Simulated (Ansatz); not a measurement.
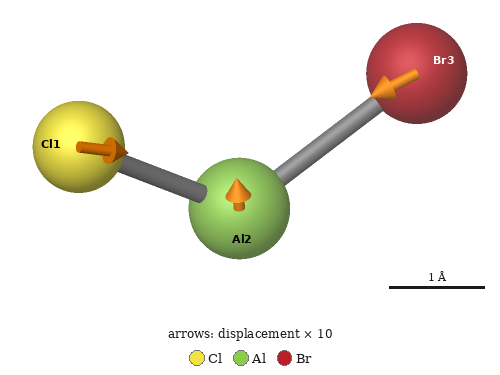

This is a relaxation of AlBrCl (multiplicity 2) (coarse preliminary run). The starting structure is drawn; orange arrows show the displacements, magnified 10 times. The two geometries are superimposed by the best rigid fit.

A ball-and-stick model, seen at a tilt.

Level of theory: UKS PBE-D4/def2-SVP in Ansatz 0.2.0. (force threshold 0.03 eV/Å; at most 250 steps)

### What happened in the run?

The optimiser took 3 steps. Cl1 moves most after the best rigid fit: 0.062 Å. Largest moves by element: Cl 0.062 Å, Br 0.058 Å, Al 0.038 Å. Some distances before and after: Cl1–Al2 2.209 → 2.126 Å, Al2–Br3 2.357 → 2.286 Å. The run took about 7 core-seconds on a shared host.
